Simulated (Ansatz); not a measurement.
**Fields on a plane of LaB6 (CaB6 type, space group Pm-3m)**

```
LaB6
1.0
    4.12989     0.00000     0.00000
    0.00000     4.12989     0.00000
    0.00000     0.00000     4.12989
La B
1 6
Direct
  0.00000   0.00000   0.00000
  0.19962   0.50000   0.50000
  0.80038   0.50000   0.50000
  0.50000   0.50000   0.19962
  0.50000   0.50000   0.80038
  0.50000   0.19962   0.50000
  0.50000   0.80038   0.50000
```

The slice is a {210} plane (indices of the conventional cell) through the point (0.500, 0.500, 0.800) (fractional), spanned by u = [100] and v = [021] in vectors of this cell: u (4.13 Å) and v (9.23 Å, at 90° to u). It covers one period; positions are fractions (u, v).

Atoms on it: La at (0.50, 0.24), 0.2 Å off the plane; B at (0.00, 0.00); B at (0.00, 0.66), 0.2 Å off the plane. Other atoms lie within 1 Å of the plane.

Calculation: PBEsol (plane waves to 420 eV, PAW, scalar-relativistic; Ansatz, a first-principles code). k mesh 11×11×11. Near the nuclei the fields are pseudised (PAW); where an atom keeps semicore shells as valence, they peak there. LaB6 is run without spin polarisation. LaB6 was relaxed with its symmetry unable to fall.

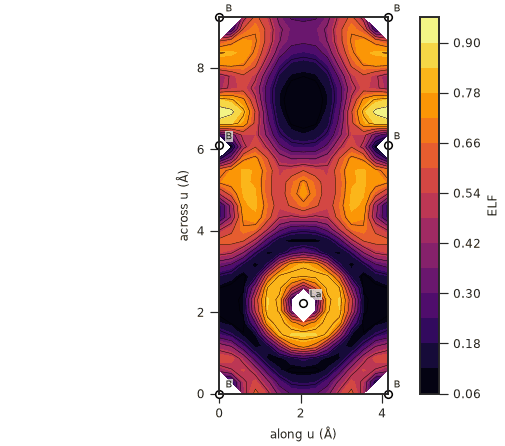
Fig. 1. Electron localisation function (ELF), one period of the plane, atoms marked. Points within 0.3 Å of a nucleus are left white, as the pseudised field means little there.

```
|**####++==--::::::--==++####|
|####**++==----------==++**##|
|##****++==----::----==++****|
|****++==----::::::----==++**|
|****++==--::......::--==++**|
|##**++==::..........::==++**|
|####++==::..      ..::==++##|
|%%##**==::..      ..::==**##|
|%%##**==::..      ..::==**##|
|####**==--..      ..--==**##|
|++****++--::::..::::--++****|
|######**==----------==**####|
|######**++==========++**####|
|######****++++++++++****####|
|########**++++++++++**######|
|######****++======++****####|
|######**++==------==++**####|
|####**++==--::::::--==++**##|
|**++++==--::::::::::--==++++|
|====--::::--======--::::--==|
|::::::::--++######++--::::::|
|......--**%%@@@@@@%%**--....|
|    ..==##@@@@@@@@@@##==..  |
|    ::++%%@@@@@@@@@@%%++::  |
|    ..++%%@@@@@@@@@@%%++..  |
|    ..==##@@@@@@@@@@##==..  |
|......--++##%%@@%%##++--....|
|----::::--==******==--::::--|
|++++==--::::------::::--==++|
|****++==::..........::==++**|
|**##**++--::......::--++**##|
|--****++==--::::::--==++****|
```
Scale: ten equal steps from -1.18 (start of ' ') to 0.23 (end of '@'), in the order ' .:-=+*#%@'. Values: log₁₀ of the valence density in e/Å³. The map has 14 points along u (two characters each, u = 0 at the left) and 32 along v (v = 0 in the bottom row). The scale is logarithmic, as a density can span decades between atoms and voids.
